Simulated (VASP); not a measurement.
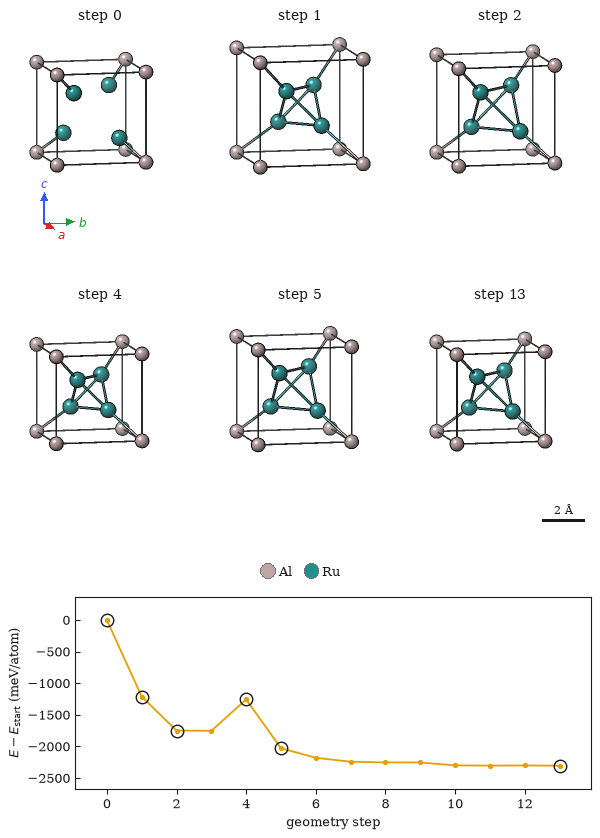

Frames of a relaxation of solid AlRu4 (a generated structure, set up in P-43m), marked on the history of the run. A ball-and-stick model of the cell of the calculation, seen slightly off an axis.

The run lets cell and atoms move.

These are results of Kohn-Sham DFT of a periodic cell, PBE, VASP PAW PBE potentials, recommended in VASP 6.6.1, not measurements.

Input file:
```
ALGO = Fast
EDIFF = 1E-6
EDIFFG = -0.02
ENCUT = 600
GGA = PE
IBRION = 2
ISIF = 3
ISMEAR = 1
LASPH = True
LCHARG = False
LREAL = False
LWAVE = False
NELM = 80
NSW = 60
PREC = Accurate
SIGMA = 0.2
```

Launched with:
```bash
cat potpaw_PBE.64/Al/POTCAR potpaw_PBE.64/Ru_pv/POTCAR > POTCAR
mpirun -np 1 vasp_std > vasp.out
```

Question: Describe the path.

Answer: The largest moves relative to the cell, 0.42 Å, are those of Ru atoms. Al stays in place. The drawn cell changes as follows: a = b = c 4.393 → 4.358 Å (−0.8 %); the volume changes by −2.4 %. Some distances before and after: Ru–Ru 3.184 → 2.469 Å, Al–Ru 1.855 → 2.262 Å. New bonds form: Ru–Ru (3.18 → 2.47 Å). The space group stays P-43m (No. 215). The energy falls by 2303 meV per atom in 13 geometry steps. The largest force component goes from 7.8 to 0.0037 eV/Å. Pressure: 30.94 GPa at the start and −0.05 GPa at the end. From step 0 to 1: Ru atoms move most (0.75 Å), volume +55.3 %, energy −1211 meV per atom. From step 1 to 2: Ru atoms move most (0.29 Å), volume −18.5 %, energy −537 meV per atom. From step 2 to 4: Ru atoms move most (0.20 Å), volume −29.3 %, energy +493 meV per atom. From step 4 to 5: Ru atoms move most (0.20 Å), volume +30.0 %, energy −772 meV per atom. From step 5 to 13: Ru atoms move most (0.03 Å), volume −16.2 %, energy −276 meV per atom.

```json
{"step": "0", "E − E(0), meV/atom": "0.00", "largest force component, eV/Å": "7.7571", "pressure, GPa": "30.94", "volume, Å³/atom": "16.960"}
{"step": "1", "E − E(0), meV/atom": "-1210.73", "largest force component, eV/Å": "0.8906", "pressure, GPa": "-14.95", "volume, Å³/atom": "26.336"}
{"step": "2", "E − E(0), meV/atom": "-1748.17", "largest force component, eV/Å": "1.3250", "pressure, GPa": "-24.43", "volume, Å³/atom": "21.468"}
{"step": "3", "E − E(0), meV/atom": "-1752.17", "largest force component, eV/Å": "1.4243", "pressure, GPa": "-24.12", "volume, Å³/atom": "21.270"}
{"step": "4", "E − E(0), meV/atom": "-1255.65", "largest force component, eV/Å": "9.6322", "pressure, GPa": "58.61", "volume, Å³/atom": "15.184"}
{"step": "5", "E − E(0), meV/atom": "-2027.84", "largest force component, eV/Å": "1.1260", "pressure, GPa": "-20.67", "volume, Å³/atom": "19.743"}
{"step": "6", "E − E(0), meV/atom": "-2178.08", "largest force component, eV/Å": "0.5066", "pressure, GPa": "-16.03", "volume, Å³/atom": "18.803"}
{"step": "7", "E − E(0), meV/atom": "-2241.20", "largest force component, eV/Å": "1.3647", "pressure, GPa": "-1.86", "volume, Å³/atom": "17.372"}
{"step": "8", "E − E(0), meV/atom": "-2251.89", "largest force component, eV/Å": "0.5725", "pressure, GPa": "-7.86", "volume, Å³/atom": "17.846"}
{"step": "9", "E − E(0), meV/atom": "-2252.80", "largest force component, eV/Å": "0.7038", "pressure, GPa": "-6.81", "volume, Å³/atom": "17.759"}
{"step": "10", "E − E(0), meV/atom": "-2299.33", "largest force component, eV/Å": "0.3897", "pressure, GPa": "-0.36", "volume, Å³/atom": "16.485"}
{"step": "11", "E − E(0), meV/atom": "-2301.91", "largest force component, eV/Å": "0.1715", "pressure, GPa": "-1.91", "volume, Å³/atom": "16.709"}
{"step": "12", "E − E(0), meV/atom": "-2300.05", "largest force component, eV/Å": "0.2709", "pressure, GPa": "3.05", "volume, Å³/atom": "16.321"}
{"step": "13", "E − E(0), meV/atom": "-2303.38", "largest force component, eV/Å": "0.0037", "pressure, GPa": "-0.05", "volume, Å³/atom": "16.552"}
```
